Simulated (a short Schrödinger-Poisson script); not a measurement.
Stack: symmetric double-gate stack, Si3N4 on p-type Si(100), at 300 K.

| layer | material | thickness (nm) | Na (cm⁻³) |
|---|---|---|---|
| 1 | Si3N4 | 3.3 | - |
| 2 | Si | 5 | 2e16 |
| 3 | Si3N4 | 3.3 | - |

Constants are typed, rounded textbook-type inputs, not results; the design itself was drawn at random and stands for no fabricated device. Si3N4: permittivity 7.5, conduction-band edge (eV) 1.95, gap (eV) 5.1, electron mass (mₑ) 0.5. Si: permittivity 11.7, conduction-band edge (eV) 0, gap (eV) 1.124, Nv at 300 K (cm⁻³) 3.1e19.

Channel valleys (confinement mass, in-plane density-of-states mass, number): Δ2 0.916, 0.19, 2; Δ4 0.19, 0.417, 4. At the gates, both at one voltage, the conduction-band edge of layer 1 lies 2.13 eV − eVg above the Fermi level of the channel. Gaps are held at their typed values at every temperature. Mesh 0.03 nm at interfaces.

From a short Schrödinger-Poisson script (our own, NumPy): 1D Poisson equation in equilibrium, electrons quantum, Hartree (BenDaniel-Duke, 12 states a valley, the channel's in-plane mass for all, wave functions ending at the dielectric), parabolic valleys, classical holes, full ionisation, no traps, pinning or gate leakage.

Only gate voltages with over 1e8 electrons/cm² are shown.

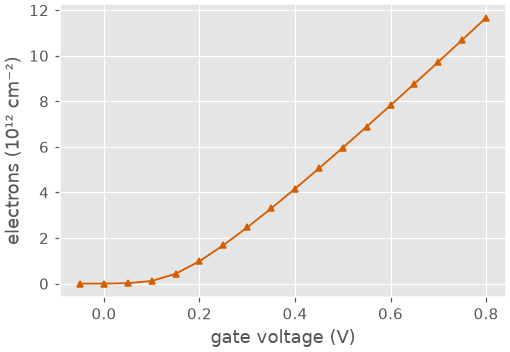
Figure. Sheet density against gate voltage

```tsv
Vg (V)	electrons (cm⁻²)	C (μF/cm²)	Δ2 E0 (meV)	Δ2 E1 (meV)	Δ4 E0 (meV)	Δ4 E1 (meV)
-0.05	4.50e8	< 0.003	246.9	296.2	309.7	547.1
0	3.10e9	0.0194	197.1	246.3	259.8	497.2
0.05	2.07e10	0.125	148.0	197.1	210.7	448.1
0.1	1.18e11	0.597	102.9	151.9	165.6	402.8
0.15	4.32e11	1.44	68.9	117.1	131.6	368.1
0.2	9.86e11	2.06	47.0	94.0	109.7	344.9
0.25	1.69e12	2.40	32.4	77.8	95.2	328.8
0.3	2.47e12	2.60	21.7	65.5	84.7	316.6
0.35	3.30e12	2.73	13.4	55.6	76.5	306.8
0.4	4.17e12	2.82	6.6	47.1	69.9	298.4
0.45	5.06e12	2.89	0.8	39.6	64.3	291.2
0.5	5.97e12	2.94	-4.2	33.0	59.6	284.8
0.55	6.89e12	2.98	-8.7	27.0	55.4	279.0
0.6	7.83e12	3.02	-12.8	21.4	51.8	273.7
0.65	8.77e12	3.05	-16.5	16.2	48.5	268.9
0.7	9.73e12	3.08	-19.9	11.4	45.5	264.4
0.75	1.07e13	3.10	-23.1	6.8	42.8	260.2
0.8	1.17e13	3.13	-26.2	2.5	40.3	256.3
```

Subbands count from the Fermi level. The capacitance is that of both gates.
